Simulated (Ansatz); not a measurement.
Relaxed GaN (zinc blende):

```yaml
crystal:
  lattice:
    - [0.00000, 4.49791, 4.49791]
    - [2.24896, 0.00000, 2.24896]
    - [2.24896, 2.24896, 0.00000]
  atoms:
    - { symbol: N, position: [0.37500, 0.75000, 0.75000] }
    - { symbol: N, position: [0.87500, 0.75000, 0.75000] }
    - { symbol: Ga, position: [0.00000, 0.00000, 0.00000] }
    - { symbol: Ga, position: [0.50000, 0.00000, 0.00000] }
```

A phonon eigenvector at L = (0.5, 0.0, 0.0) is frozen into this cell: atom i moves by Q times the vector below, so Q is the largest atomic displacement, in Å. The cell is held. It is one choice among 2 degenerate patterns. (q is in reciprocal vectors of the primitive cell; the cell shown is doubled to hold the pattern.)

| atom | x | y | z |
|---|---|---|---|
| N1 | 0.285 | -0.520 | 0.805 |
| N2 | -0.285 | 0.520 | -0.805 |
| Ga3 | 0.046 | -0.084 | 0.130 |
| Ga4 | -0.046 | 0.084 | -0.130 |

All values below come from r2SCAN (plane waves to 500 eV, PAW, scalar-relativistic; Ansatz, a first-principles code). k mesh 13×13×13 (Γ-centred), Fermi-Dirac smearing 0.05 eV. The energy includes the smearing's −TS. Compression counts positive. GaN was relaxed with its symmetry unable to fall. ΔE is measured from the undisplaced structure.

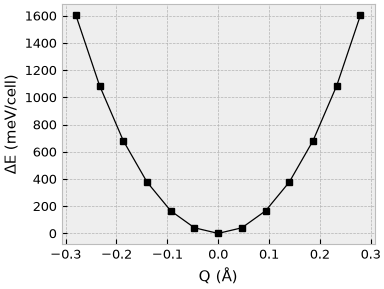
Fig. 1. ΔE (meV/cell) against Q (Å); markers are the computed points, lines only join them.

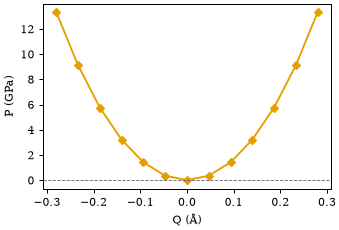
*P (GPa) against Q (Å); markers are the computed points, lines only join them.*

The energy at Q = 0.280 Å comes out as 1605 meV/cell. Shape of the curve: a single well with its minimum at or next to zero displacement. Harmonic wavenumber from the curvature (finite differences): 570 cm⁻¹. Wavenumber by perturbation theory (DFPT, on another k mesh): 570 cm⁻¹. Symmetry of the curve: even: the same for both signs.

E″ = 37.78 eV/Å², M = Σ mᵢ|uᵢ|² = 31.6 u, ν̃ = 521.5·√(|E″|/M).

(For displaced atoms, the force is minus the slope of the energy, and its curvature is a force constant, which sets phonon frequencies.)
